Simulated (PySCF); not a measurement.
# SiH2F2 (SMILES F[SiH2]F): levels of theory compared

We compute a comparison of 6 runs (PBE0/STO-3G, MP2/STO-3G, QCISD(T)/STO-3G, CCSD(T)/STO-3G, UCCSD(T)/STO-3G, FCI/STO-3G) of SiH2F2. The job is set up through a Python script.

The calculation is run with PySCF 2.14.0.

5 further runs of the same task are left out: 5 set aside as unsound or not needed.

## Step 1: The molecule

SiH2F2: 5 atoms, total charge 0, spin state singlet. As SMILES, `F[SiH2]F`. The Si2–H4 distance was set to 1.769 Å, away from the relaxed value.

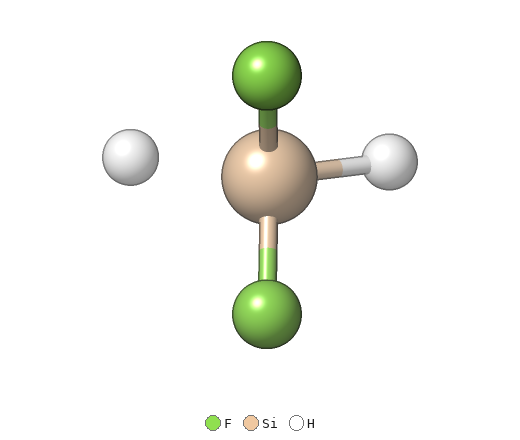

Viewed from a chosen angle; fluorine green, silicon light orange, hydrogen white.

## Step 2: The energy at PBE0/STO-3G (run 1)

The input, run.py:

```python
from pyscf import gto, dft

mol = gto.M(
    atom='''
F   -0.961960   0.765841   1.127162
Si   0.111830   0.227101   0.092352
F    1.364680  -0.292949   0.913352
H   -0.590470  -1.138740  -0.786300
H    0.544120   1.349321  -0.760808
''',
    verbose=4,
    max_memory=1860,
    basis='sto-3g',
)

mf = dft.RKS(mol, xc='pbe0')
mf.conv_tol = 1e-10
mf.grids.level = 5
mf.kernel()
if not mf.converged:
    mf = mf.newton().run(mf.mo_coeff, mf.mo_occ)

e_tot = mf.e_tot
print('E = %.10f Eh' % e_tot)
```

Run with:

```
$ OMP_NUM_THREADS=1 python run.py
```

Log:

```text
PySCF version 2.14.0

[... 70 lines left out ...]
converged SCF energy = -483.824095526873
E = -483.8240955269 Eh
```

Wall time 3.3 s (1 thread of Arm Neoverse V1, shared host); peak memory 0.21 GiB.

## Step 3: The energy at MP2/STO-3G (run 2)

The input, job.py:

```python
from pyscf import gto, scf, mp

molecule = gto.Mole()
molecule.atom = [
    ('F', (-0.961960, 0.765841, 1.127162)),
    ('Si', (0.111830, 0.227101, 0.092352)),
    ('F', (1.364680, -0.292949, 0.913352)),
    ('H', (-0.590470, -1.138740, -0.786300)),
    ('H', (0.544120, 1.349321, -0.760808)),
]
molecule.max_memory = 1860
molecule.charge = 0
molecule.verbose = 4
molecule.basis = 'sto-3g'
molecule.build()

mf = scf.RHF(molecule)
mf.conv_tol = 1e-10
mf.kernel()
if not mf.converged:
    mf = mf.newton().run(mf.mo_coeff, mf.mo_occ)

pt = mp.MP2(mf, frozen=7).run()
e_final = pt.e_tot
print('Final energy', e_final)
```

Run with:

```
$ OMP_NUM_THREADS=1 python job.py
```

Log:

```text
PySCF version 2.14.0

[... 57 lines left out ...]
converged SCF energy = -482.825541800112
[... 1 line left out ...]
******** <class 'pyscf.mp.mp2.RMP2'> ********
nocc = 10, nmo = 14
frozen orbitals 7
E(RMP2) = -482.89856847318  E_corr = -0.0730266730678816
E(SCS-RMP2) = -482.905512181102  E_corr = -0.0799703809898741
E_corr(same-spin) = -0.00884033849028891
E_corr(oppo-spin) = -0.0641863345775927
Final energy -482.8985684731796
```

Run time: 0.78 s. Hardware: 1 thread of Arm Neoverse V1, shared host; peak memory 0.12 GiB.

Runs 3 to 5 aren't shown in full; the table further down has their settings and results.

## Step 4: The energy at FCI/STO-3G (run 6)

The input, input.py:

```python
from pyscf import gto, scf, mcscf
from pyscf import fci

mol = gto.M(
    atom='''
F     -1.817841     1.447230     2.130027
Si     0.211328     0.429159     0.174520
F      2.578871    -0.553593     1.725985
H     -1.115827    -2.151907    -1.485892
H      1.028238     2.549847    -1.437719
''',
    spin=0,
    max_memory=1860,
    verbose=3,
    charge=0,
    basis='sto-3g',
    unit='bohr',
)

myscf = scf.RHF(mol)
myscf.conv_tol = 1e-10
myscf.kernel()
if not myscf.converged:
    myscf = myscf.newton().run(myscf.mo_coeff, myscf.mo_occ)

cas = mcscf.CASCI(myscf, myscf.mo_coeff.shape[-1] - 7, (mol.nelec[0] - 7, mol.nelec[1] - 7))  # full CI above the frozen core
cas.fcisolver = fci.direct_spin0.FCI(mol)  # even spin states alone
cas.kernel()
print('<S^2> = %.4f' % cas.fcisolver.spin_square(cas.ci, cas.ncas, cas.nelecas)[0])
energy = cas.e_tot
print('Final energy', energy)
```

Run with:

```
$ OMP_NUM_THREADS=1 python input.py
```

Log:

```text
converged SCF energy = -482.825541706323
CASCI E = -482.927856237379  E(CI) = -88.9580490291897  S^2 = 0.0000000
<S^2> = 0.0000
Final energy -482.92785623737853
```

It took 23 s on 1 thread of Arm Neoverse V1, shared host; peak memory 0.34 GiB.

## Step 5: Overview of the runs

| run | level | integration grid | frozen core orbitals | energy (Eh) | dipole moment (D) of the reference | HOMO energy (eV) | LUMO energy (eV) | wall time |
| --- | --- | --- | --- | --- | --- | --- | --- | --- |
| 1 | PBE0/STO-3G | 5 | – | -483.824096 | 0.63 | -5.15 | 5.36 | 3.3 s |
| 2 | MP2/STO-3G | – | 7 | -482.898568 | 1.11 | -9.52 | 9.78 | 0.78 s |
| 3 | QCISD(T)/STO-3G | – | 7 | -482.927581 | 1.11 | -9.52 | 9.78 | 0.74 s |
| 4 | CCSD(T)/STO-3G | – | 7 | -482.927028 | 1.11 | -9.52 | 9.78 | 0.84 s |
| 5 | UCCSD(T)/STO-3G | – | 7 | -482.927028 | 1.11 | -9.52 | 9.78 | 0.96 s |
| 6 | FCI/STO-3G | – | 7 | -482.927856 | 1.11 | -9.52 | 9.78 | 23 s |

## Step 6: Results

```
                                          quantity          value
                               run 6: total energy  -482.92786 Eh
       run 6: dipole moment (Hartree–Fock density)         1.11 D
        run 6: HOMO energy (Hartree–Fock orbitals)       -9.52 eV
        run 6: LUMO energy (Hartree–Fock orbitals)        9.78 eV
      run 6: HOMO–LUMO gap (Hartree–Fock orbitals)       19.29 eV
run 6: correlation energy (7 core orbitals frozen)     -102.3 mEh
```

In words: Against full CI in this basis: MP2 +29.3 mEh; QCISD(T) +0.3 mEh; CCSD(T) +0.8 mEh; UCCSD(T) +0.8 mEh. In runs 1, 2, 3, 4, 5, 6 the basis is minimal, so the values are rough. All runs together took 29 s, the longest 23 s.
